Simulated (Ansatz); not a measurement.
# AlSiH₃ (triplet): correlated methods under varied settings at a displaced geometry (v1)

What do other methods and options give for AlSiH₃ (triplet) at this geometry, and how long do they take?

Computed with Ansatz 0.2.0, Gaussian basis. Level: the settings change from run to run.

25 further runs of the same task are left out: 2 for a known fault of the program, 7 that didn't finish, 16 set aside as unsound or not needed.

## (1) What is computed

The geometry is a PBE0/def2-TZVP stationary point (not a proven minimum) with its atoms shifted at random (size 0.040 Å).

5 atoms, charge 0, spin multiplicity 3.

Atoms are counted from 1 here; the program's logs count them from 0.

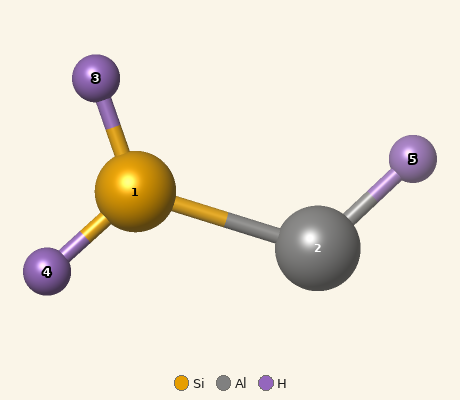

The structure; silicon amber, aluminium grey, hydrogen purple; atoms are numbered from 1 in the order of the file.

## (2) HF/cc-pVDZ

File in.yaml:

```yaml
crystal:
  periodic: [false, false, false]
  atoms:
    - {symbol: Si, position_ang: [0.002236, 0.056884, 1.138688]}
    - {symbol: Al, position_ang: [0.001402, -0.111641, -1.251121]}
    - {symbol: H, position_ang: [0.049366, 1.318270, 1.945153]}
    - {symbol: H, position_ang: [-0.053410, -1.168181, 1.986567]}
    - {symbol: H, position_ang: [-0.095795, 1.253394, -2.169171]}
basis:
  gaussian: {orbitals: cc-pVDZ}
magnetization: {spin_polarized: true, initial_magnetization: 2}
hamiltonian: {xc: hf}
accuracy: high
output: {forces: true, orbitals: {seedname: orbitals}}
```

Launch:

```sh
> ansatz run in.yaml --threads 1 --pin off --events-out ev --progress --plain --max-ram 2393MiB
```

The program printed:

```text
Functional definition: HF
  name "HF"
  cite "Fock, Z. Phys. 61, 126 (1930) doi:10.1007/BF01340294"
  parent pbe
  exchange = exact_x
  correlation = 0
1103 factors; integrals over basis functions are off by at most 3.6e-9 eV
mean field evaluation 1: about -14489.5327 eV, gradient 8.0e0 eV
mean field evaluation 2: about -14489.5377 eV, gradient 8.0e0 eV
mean field evaluation 4: about -14490.6980 eV, gradient 8.3e-1 eV
mean field evaluation 8: about -14490.7202 eV, gradient 1.4e-3 eV
mean field -14490.72016018 eV, -532.5241437236 hartree, gradient 4.9e-8 eV, S^2 2.017925; 0 other end points of the search recorded, 0 dependent functions left out
the calculation of the forces begins
reference -14490.72016018 eV, -532.5241437236 hartree; 16, 14 occupied and 35, 37 virtual orbitals, 1103 factors
Total energy: -14490.72016018 eV, -532.5241437236 hartree
Atom 0 at     0.002236     0.056884     1.138688 Å, force     0.033026     0.110493     0.127796 eV/Å
Atom 1 at     0.001402    -0.111641    -1.251121 Å, force    -0.100191     0.472036    -0.528316 eV/Å
Atom 2 at     0.049366     1.318270     1.945153 Å, force    -0.041706    -0.250346    -0.015102 eV/Å
Atom 3 at    -0.053410    -1.168181     1.986567 Å, force     0.027762     0.163784     0.048643 eV/Å
Atom 4 at    -0.095795     1.253394    -2.169171 Å, force     0.081108    -0.495967     0.366979 eV/Å
Dipole moment:     0.018573    -0.102109    -0.012809 e Å
```

Wall time 1.3 s (1 thread of Arm Neoverse V2, shared host).

From the report: ⟨S²⟩ of the determinant 2.018 (pure triplet: 2.00).

## (3) CCSD(T) on UHF/def2-SVP

Changes to in.yaml since step 2:

```diff
@@ -9,6 +9,5 @@
 basis:
-  gaussian: {orbitals: cc-pVDZ}
+  gaussian: {orbitals: def2-SVP, point_charges: [{charge: -0.50, position_ang: [5.011, 0.445, 0.403]}]}
 magnetization: {spin_polarized: true, initial_magnetization: 2}
-hamiltonian: {xc: hf}
-accuracy: high
-output: {forces: true, orbitals: {seedname: orbitals}}
+correlation: {method: ccsd_t, electrons: outside_noble_gas}
+output: {forces: true}
```

The command is unchanged.

The program printed, cut to the lines that bear on the results:

```text
Functional definition: HF
  name "HF"
  cite "Fock, Z. Phys. 61, 126 (1930) doi:10.1007/BF01340294"
  parent pbe
[...]
482 factors; integrals over basis functions are off by at most 1.1e-3 eV
[...]
mean field -14486.09881508 eV, -532.3543124239 hartree, gradient 1.2e-6 eV, S^2 2.017647; 1 other end points of the search recorded, 0 dependent functions left out
determinant -14486.09881508 eV, -532.3543124239 hartree, with singles and doubles -14490.65419638 eV, -532.5217195989 hartree
determinant -14483.47826907 eV, -532.2580091341 hartree, with singles and doubles -14488.16637897 eV, -532.4302939954 hartree
10 core orbitals not correlated: weight in the atoms' cores, before any rotation towards them, 1.000 or more for the frozen orbitals, at most 0.000 for the correlated occupied ones
reference -14486.09881508 eV, -532.3543124239 hartree; 6, 4 occupied and 35, 37 virtual orbitals, 482 factors
second order -3.57906758 eV of doubles, -0.00000000 eV of singles
cycle   1  -4.55540987 eV  change   -2.9e-5 eV  update   6.1e-4
[...]
cycle   9  -4.55546852 eV  change    1.5e-6 eV  update   8.0e-7
perturbative correction -0.12267699 eV, -0.0045082960 hartree
[...]
Total energy: -14490.77696059 eV, -532.5262311002 hartree
Atom 0 at     0.002236     0.056884     1.138688 Å, force     0.002788     0.089340    -0.156605 eV/Å
Atom 1 at     0.001402    -0.111641    -1.251121 Å, force    -0.028207     0.499286    -0.259261 eV/Å
Atom 2 at     0.049366     1.318270     1.945153 Å, force    -0.024293    -0.223578     0.015668 eV/Å
Atom 3 at    -0.053410    -1.168181     1.986567 Å, force     0.023754     0.146284     0.051685 eV/Å
Atom 4 at    -0.095795     1.253394    -2.169171 Å, force     0.055328    -0.505219     0.359746 eV/Å
Dipole moment:     0.134520    -0.079805     0.042817 e Å
```

Wall time 3.2 s (1 thread of Arm Neoverse V2, shared host).

From the report: ⟨S²⟩ of the determinant 2.018 (pure triplet: 2.00); correlation -4.6781 eV; T1 0.018; largest double amplitude 0.03.

## (4) BCCD on UHF/6-31G*

Changes to in.yaml since step 3:

```diff
@@ -9,5 +9,5 @@
 basis:
-  gaussian: {orbitals: def2-SVP, point_charges: [{charge: -0.50, position_ang: [5.011, 0.445, 0.403]}]}
+  gaussian: {orbitals: "6-31G*"}
 magnetization: {spin_polarized: true, initial_magnetization: 2}
-correlation: {method: ccsd_t, electrons: outside_noble_gas}
+correlation: {method: bccd, electrons: outside_noble_gas}
 output: {forces: true}
```

Same command.

The program printed, cut to the lines that bear on the results:

```text
Functional definition: HF
  name "HF"
  cite "Fock, Z. Phys. 61, 126 (1930) doi:10.1007/BF01340294"
  parent pbe
[...]
426 factors; integrals over basis functions are off by at most 1.1e-3 eV
[...]
mean field -14489.80244578 eV, -532.4904183416 hartree, gradient 2.3e-6 eV, S^2 2.016681; 1 other end points of the search recorded, 0 dependent functions left out
determinant -14489.80244578 eV, -532.4904183416 hartree, with singles and doubles -14493.58015234 eV, -532.6292464971 hartree
determinant -14487.28212374 eV, -532.3977982149 hartree, with singles and doubles -14491.22582112 eV, -532.5427264207 hartree
10 core orbitals not correlated: weight in the atoms' cores, before any rotation towards them, 1.000 or more for the frozen orbitals, at most 0.000 for the correlated occupied ones
reference -14489.80244578 eV, -532.4904183416 hartree; 6, 4 occupied and 28, 30 virtual orbitals, 426 factors
second order -2.88161000 eV of doubles, -0.00000000 eV of singles
cycle   1  -3.77394254 eV  change    3.8e-3 eV  update   5.7e-3
[...]
cycle  12  -3.77141610 eV  change   -5.1e-7 eV  update   5.6e-7
[...]
Total energy: -14493.57386188 eV, -532.6290153268 hartree
Atom 0 at     0.002236     0.056884     1.138688 Å, force     0.032496     0.075049    -0.209041 eV/Å
Atom 1 at     0.001402    -0.111641    -1.251121 Å, force    -0.085405     0.317973    -0.229531 eV/Å
Atom 2 at     0.049366     1.318270     1.945153 Å, force    -0.035116    -0.107868     0.067480 eV/Å
Atom 3 at    -0.053410    -1.168181     1.986567 Å, force     0.020957     0.048767     0.110997 eV/Å
Atom 4 at    -0.095795     1.253394    -2.169171 Å, force     0.067069    -0.333922     0.260095 eV/Å
Dipole moment:     0.015577    -0.053873     0.009512 e Å
```

Wall time 2.3 s (1 thread of Arm Neoverse V2, shared host).

From the report: ⟨S²⟩ of the determinant 2.017 (pure triplet: 2.00); correlation -3.7714 eV; largest double amplitude 0.04.

## (5) BCCD(T) on UHF/cc-pVDZ

Changes to in.yaml since step 4:

```diff
@@ -9,5 +9,4 @@
 basis:
-  gaussian: {orbitals: "6-31G*"}
+  gaussian: {orbitals: cc-pVDZ}
 magnetization: {spin_polarized: true, initial_magnetization: 2}
-correlation: {method: bccd, electrons: outside_noble_gas}
-output: {forces: true}
+correlation: {method: bccd_t, electrons: outside_noble_gas}
```

Same command.

The program printed, cut to the lines that bear on the results:

```text
Functional definition: HF
  name "HF"
  cite "Fock, Z. Phys. 61, 126 (1930) doi:10.1007/BF01340294"
  parent pbe
[...]
493 factors; integrals over basis functions are off by at most 1.3e-3 eV
[...]
mean field -14490.72011435 eV, -532.5241420394 hartree, gradient 2.5e-6 eV, S^2 2.017925; 1 other end points of the search recorded, 0 dependent functions left out
determinant -14490.72011435 eV, -532.5241420394 hartree, with singles and doubles -14495.37685063 eV, -532.6952739414 hartree
determinant -14488.17421951 eV, -532.4305821298 hartree, with singles and doubles -14492.97859753 eV, -532.6071397655 hartree
10 core orbitals not correlated: weight in the atoms' cores, before any rotation towards them, 1.000 or more for the frozen orbitals, at most 0.000 for the correlated occupied ones
reference -14490.72011435 eV, -532.5241420394 hartree; 6, 4 occupied and 35, 37 virtual orbitals, 493 factors
second order -3.63576246 eV of doubles, -0.00000000 eV of singles
cycle   1  -4.65250598 eV  change    4.2e-3 eV  update   4.1e-3
[...]
cycle   8  -4.65119438 eV  change    5.8e-7 eV  update   1.1e-5
perturbative correction -0.13216586 eV, -0.0048570058 hartree
Total energy: -14495.50347459 eV, -532.6999272861 hartree
```

Run time: 1.8 s. Hardware: 1 thread of Arm Neoverse V2, shared host.

From the report: ⟨S²⟩ of the determinant 2.018 (pure triplet: 2.00); correlation -4.7834 eV; largest double amplitude 0.03.

## (6) MP2 on UHF/def2-SVP

Changes to in.yaml since step 5:

```diff
@@ -9,4 +9,5 @@
 basis:
-  gaussian: {orbitals: cc-pVDZ}
+  gaussian: {orbitals: def2-SVP}
 magnetization: {spin_polarized: true, initial_magnetization: 2}
-correlation: {method: bccd_t, electrons: outside_noble_gas}
+correlation: {method: mp2, electrons: outside_noble_gas}
+scf: {lower_state_search: off}
```

Launched as before.

The program printed, cut to the lines that bear on the results:

```text
Functional definition: HF
  name "HF"
  cite "Fock, Z. Phys. 61, 126 (1930) doi:10.1007/BF01340294"
  parent pbe
[...]
482 factors; integrals over basis functions are off by at most 1.1e-3 eV
[...]
mean field -14486.03877838 eV, -532.3521061159 hartree, gradient 1.4e-6 eV, S^2 2.017725; 0 other end points of the search recorded, 0 dependent functions left out
10 core orbitals not correlated: weight in the atoms' cores, before any rotation towards them, 1.000 or more for the frozen orbitals, at most 0.000 for the correlated occupied ones
reference -14486.03877838 eV, -532.3521061159 hartree; 6, 4 occupied and 35, 37 virtual orbitals, 482 factors
second order -3.58277549 eV of doubles, -0.00000000 eV of singles
Total energy: -14489.62155388 eV, -532.4837706867 hartree
Checks for a lower state left out: stability, starts, cluster_reference, orbital_swaps, neighbouring_geometries, increment
```

Wall time 0.21 s (1 thread of Arm Neoverse V2, shared host).

From the report: ⟨S²⟩ of the determinant 2.018 (pure triplet: 2.00).

## (7) CASSCF(2,10)/6-31G

Changes to in.yaml since step 6:

```diff
@@ -9,5 +9,4 @@
 basis:
-  gaussian: {orbitals: def2-SVP}
-magnetization: {spin_polarized: true, initial_magnetization: 2}
-correlation: {method: mp2, electrons: outside_noble_gas}
-scf: {lower_state_search: off}
+  gaussian: {orbitals: 6-31G}
+magnetization: {spin_polarized: false, initial_magnetization: 2}
+correlation: {active_space: {window: {electrons: 2, orbitals: 10}, states: [{multiplicity: 3, weights: [0.5, 1, 0.5, 0.5]}]}}
```

Same command.

The program printed:

```text
Functional definition: HF
  name "HF"
  cite "Fock, Z. Phys. 61, 126 (1930) doi:10.1007/BF01340294"
  parent pbe
  exchange = exact_x
  correlation = 0
674 factors; integrals over basis functions are off by at most 1.6e-7 eV
mean field evaluation 1: about -14487.6982 eV, gradient 7.9e0 eV
mean field evaluation 2: about -14487.7017 eV, gradient 7.9e0 eV
mean field evaluation 4: about -14488.4963 eV, gradient 4.8e-1 eV
mean field evaluation 8: about -14488.5001 eV, gradient 4.5e-4 eV
mean field -14488.50005978 eV, -532.4425565390 hartree, gradient 3.7e-6 eV, S^2 2.000000; 0 other end points of the search recorded, 0 dependent functions left out
reference -14488.50005978 eV, -532.4425565390 hartree; 16, 14 occupied and 16, 18 virtual orbitals, 674 factors
state -14488.48830277 eV, -532.4421244768 hartree
state -14485.89058374 eV, -532.3466600632 hartree
state -14484.85592644 eV, -532.3086371087 hartree
state -14483.20069695 eV, -532.2478085468 hartree
Total energy: -14485.66521873 eV, -532.3383780518 hartree
```

Run time: 2.3 s. Hardware: 1 thread of Arm Neoverse V2, shared host.

From the report: 100 determinants; active occupations (of the averaged states) 0.69, 0.59, 0.51, 0.20, 0.01, 0.00, 0.00, 0.00, 0.00, 0.00.

## (8) FCI/STO-3G

Changes to in.yaml since step 7:

```diff
@@ -9,4 +9,5 @@
 basis:
-  gaussian: {orbitals: 6-31G}
+  gaussian: {orbitals: STO-3G}
 magnetization: {spin_polarized: false, initial_magnetization: 2}
-correlation: {active_space: {window: {electrons: 2, orbitals: 10}, states: [{multiplicity: 3, weights: [0.5, 1, 0.5, 0.5]}]}}
+correlation: {method: fci, electrons: outside_noble_gas}
+output: {forces: true}
```

Launched as before.

The program printed, cut to the lines that bear on the results:

```text
Functional definition: HF
  name "HF"
  cite "Fock, Z. Phys. 61, 126 (1930) doi:10.1007/BF01340294"
  parent pbe
[...]
353 factors; integrals over basis functions are off by at most 2.8e-8 eV
[...]
mean field -14319.07020637 eV, -526.2161242698 hartree, gradient 1.3e-6 eV, S^2 2.000000; 0 other end points of the search recorded, 0 dependent functions left out
[...]
10 core orbitals not correlated: weight in the atoms' cores, before any rotation towards them, 0.999 or more for the frozen orbitals, at most 0.000 for the correlated occupied ones
reference -14319.07020637 eV, -526.2161242698 hartree; 6, 4 occupied and 5, 7 virtual orbitals, 353 factors
state -14321.36402594 eV, -526.3004205842 hartree
[...]
Total energy: -14321.36402594 eV, -526.3004205842 hartree
Atom 0 at     0.002236     0.056884     1.138688 Å, force     0.045032     0.166146    -0.914810 eV/Å
Atom 1 at     0.001402    -0.111641    -1.251121 Å, force    -0.150936     1.340617     0.194973 eV/Å
Atom 2 at     0.049366     1.318270     1.945153 Å, force    -0.074121    -0.932483    -0.278461 eV/Å
Atom 3 at    -0.053410    -1.168181     1.986567 Å, force     0.041413     0.845287    -0.266861 eV/Å
Atom 4 at    -0.095795     1.253394    -2.169171 Å, force     0.138611    -1.419567     1.265159 eV/Å
Dipole moment:     0.019941    -0.274433    -0.320826 e Å
```

It took 1.3 s on 1 thread of Arm Neoverse V2, shared host.

From the report: 213,444 determinants, symmetry A.

## (9) CCSD(T) on ROHF/cc-pVDZ

Changes to in.yaml since step 8:

```diff
@@ -9,5 +9,6 @@
 basis:
-  gaussian: {orbitals: STO-3G}
+  gaussian: {orbitals: cc-pVDZ, fitting: {mean_field: def2-universal-jkfit}}
 magnetization: {spin_polarized: false, initial_magnetization: 2}
-correlation: {method: fci, electrons: outside_noble_gas}
-output: {forces: true}
+hamiltonian: {pseudopotentials: {relativity: scalar}}
+correlation: {method: ccsd_t, electrons: valence}
+scf: {lower_state_search: off}
```

Same command.

The program printed, cut to the lines that bear on the results:

```text
Functional definition: HF
  name "HF"
  cite "Fock, Z. Phys. 61, 126 (1930) doi:10.1007/BF01340294"
  parent pbe
[...]
310 factors; integrals over basis functions are off by at most 4.2e-1 eV
[...]
mean field -14516.10880707 eV, -533.4571592878 hartree, gradient 2.4e-6 eV, S^2 2.000000; 0 other end points of the search recorded, 0 dependent functions left out
10 core orbitals not correlated: weight in the atoms' cores, before any rotation towards them, 1.000 or more for the frozen orbitals, at most 0.000 for the correlated occupied ones
reference -14516.10880707 eV, -533.4571592878 hartree; 6, 4 occupied and 35, 37 virtual orbitals, 310 factors
second order -3.69270204 eV of doubles, -0.05802540 eV of singles
cycle   1  -4.47244457 eV  change   -7.2e-1 eV  update   7.1e-2
[...]
cycle  11  -4.76227407 eV  change   -4.1e-7 eV  update   9.8e-6
perturbative correction -0.12952214 eV, -0.0047598508 hartree
Total energy: -14521.00060327 eV, -533.6369294826 hartree
Relativity: scalar
Checks for a lower state left out: stability, starts, cluster_reference, orbital_swaps, neighbouring_geometries, increment
```

Wall time 0.57 s (1 thread of Arm Neoverse V2, shared host).

From the report: correlation -4.8918 eV; T1 0.022; largest double amplitude 0.04.

## (10) BCCD(T) on ROHF/STO-3G

Changes to in.yaml since step 9:

```diff
@@ -9,6 +9,6 @@
 basis:
-  gaussian: {orbitals: cc-pVDZ, fitting: {mean_field: def2-universal-jkfit}}
+  gaussian: {orbitals: STO-3G}
 magnetization: {spin_polarized: false, initial_magnetization: 2}
-hamiltonian: {pseudopotentials: {relativity: scalar}}
-correlation: {method: ccsd_t, electrons: valence}
-scf: {lower_state_search: off}
+correlation: {method: bccd_t, electrons: outside_noble_gas}
+accuracy: high
+output: {forces: true}
```

Launched as before.

The program printed, cut to the lines that bear on the results:

```text
Functional definition: HF
  name "HF"
  cite "Fock, Z. Phys. 61, 126 (1930) doi:10.1007/BF01340294"
  parent pbe
[...]
360 factors; integrals over basis functions are off by at most 6.3e-9 eV
[...]
mean field -14319.07020638 eV, -526.2161242700 hartree, gradient 8.1e-8 eV, S^2 2.000000; 1 other end points of the search recorded, 0 dependent functions left out
10 core orbitals not correlated: weight in the atoms' cores, before any rotation towards them, 0.999 or more for the frozen orbitals, at most 0.000 for the correlated occupied ones
reference -14319.07020638 eV, -526.2161242700 hartree; 6, 4 occupied and 5, 7 virtual orbitals, 360 factors
second order -1.40368174 eV of doubles, -0.05892762 eV of singles
cycle   1  -1.95605805 eV  change   -4.9e-1 eV  update   6.9e-2
[...]
cycle  24  -2.24683475 eV  change   6.2e-11 eV  update  8.4e-10
perturbative correction -0.03016552 eV, -0.0011085623 hartree
[...]
Total energy: -14321.34720665 eV, -526.2998024865 hartree
Atom 0 at     0.002236     0.056884     1.138688 Å, force     0.044961     0.165928    -0.917359 eV/Å
Atom 1 at     0.001402    -0.111641    -1.251121 Å, force    -0.150972     1.349421     0.207121 eV/Å
Atom 2 at     0.049366     1.318270     1.945153 Å, force    -0.074273    -0.941009    -0.286471 eV/Å
Atom 3 at    -0.053410    -1.168181     1.986567 Å, force     0.041505     0.852507    -0.273608 eV/Å
Atom 4 at    -0.095795     1.253394    -2.169171 Å, force     0.138780    -1.426846     1.270317 eV/Å
Dipole moment:     0.019938    -0.274945    -0.324731 e Å
```

Wall time 0.6 s (1 thread of Arm Neoverse V2, shared host).

From the report: correlation -2.2770 eV; largest double amplitude 0.04.

## (11) The runs in one table

Where basis and cores are those of an earlier UCCSDT(Q)/cc-pVDZ run (-14495.5434 eV), and the state is the same kind, the miss against it is given.

```tsv
level	correlated	functions	energy (eV)	from UCCSDT(Q) (meV)	time
HF/cc-pVDZ		51	-14490.7202	4823.2	1.3 s
CCSD(T) on UHF/def2-SVP (beside a point charge)	outside noble gas	51	-14490.7770		3.2 s
BCCD on UHF/6-31G*	outside noble gas	44	-14493.5739		2.3 s
BCCD(T) on UHF/cc-pVDZ	outside noble gas	51	-14495.5035	39.9	1.8 s
MP2 on UHF/def2-SVP	outside noble gas	51	-14489.6216		0.21 s
CASSCF(2,10)/6-31G (mean of several states)		32	-14485.6652		2.3 s
FCI/STO-3G	outside noble gas	21	-14321.3640		1.3 s
CCSD(T) on ROHF/cc-pVDZ (relativity set)	valence	51	-14521.0006		0.57 s
BCCD(T) on ROHF/STO-3G	outside noble gas	21	-14321.3472		0.6 s
```

## (12) Summary of results

| quantity | value |
| --- | --- |
| runs | 9 |
| quickest | MP2 on UHF/def2-SVP, 0.21 s |
| slowest | CCSD(T) on UHF/def2-SVP (beside a point charge), 3.2 s |

**Reading.** Total energies in different bases, with other cores or another treatment of relativity can't be set against each other. CCSD(T) on UHF/def2-SVP (beside a point charge) took 15 times as long as MP2 on UHF/def2-SVP; the jobs differ in more than the method. Hartree-Fock, CASSCF and CASCI lack dynamic correlation by design.
